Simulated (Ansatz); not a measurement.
Base system: ZnSiP2 in the chalcopyrite structure (space group I-42d, No. 122; a = 5.353 Å, c = 10.446 Å). Axes: x, y, z lie along a, b, c of the conventional cell.

Modification: biaxial strain −0.63 %, plane normal [001], relaxed out of plane (Cartesian); in-plane vectors clamped, the third vector and the atoms free.

The values are results of Ansatz (an electronic-structure program) PBEsol, without spin-orbit coupling, earlier PAW set, not measurements.

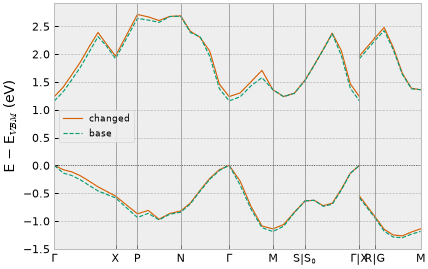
Highest valence and lowest conduction band along the path, each from its own valence-band maximum

The gap is 1.24 eV, direct at Γ; the base has 1.16 eV.

No phonon test of stability was made.
